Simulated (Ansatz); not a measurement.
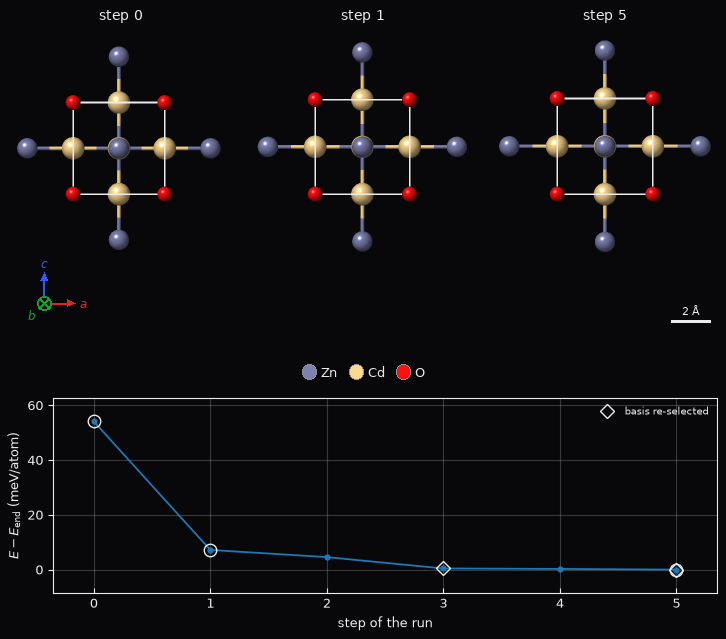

Frames of a relaxation of crystalline ZnCd₃O (a generated structure, set up in Pm-3m) (coarse preliminary run), marked on the history of the run. Style: ball-and-stick. Shown: the cell of the calculation, along the b axis.

Method: DFT PBE, scalar-relativistic, plane waves, PAW in Ansatz 0.2.0. Settings: plane-wave cutoff 420 eV; k-point mesh 4 × 4 × 4; occupations gaussian; smearing width 0.1 eV; collinear spin; cell and atoms relaxed; force threshold 0.04 eV/Å; at most 70 steps.

**What happens along the run?**

No atom moves by more than 0.005 Å relative to the cell. The drawn cell changes as follows: a = b = c 4.802 → 5.017 Å (+4.5 %); the volume changes by +14.0 %. Near-neighbour distances that change, for instance: Cd–Zn 2.401 → 2.508 Å. The space group stays Pm-3m (No. 221). After 3 accepted moves (5 points after the start) the energy has fallen by 54.1 meV per atom. All forces vanish by symmetry, so only the cell relaxes. Pressure: 6.32 GPa at the start and 0.06 GPa at the end. At 2 points the geometry stayed and the basis and grid were re-selected for the new cell (energy shift of 4.1 meV per atom at most each time). The run took 69 s on 1 thread of Intel(R) Xeon(R) Processor @ 2.70GHz (shared host), peak memory 0.49 GiB. From step 0 to 1: volume +9.8 %, energy −46.9 meV per atom. From step 1 to 5: volume +3.9 %, energy −7.2 meV per atom.

| step | E − E(0), meV/atom | pressure, GPa | volume, Å³/atom | note |
| --- | --- | --- | --- | --- |
| 0 | 0.00 | 6.32 | 22.146 |  |
| 1 | -46.91 | 1.34 | 24.315 |  |
| 2 | -49.54 | 0.26 | 24.974 |  |
| 3 | -53.68 | 0.44 | 24.974 | same geometry, new basis |
| 4 | -53.84 | 0.05 | 25.252 |  |
| 5 | -54.10 | 0.06 | 25.252 | same geometry, new basis |
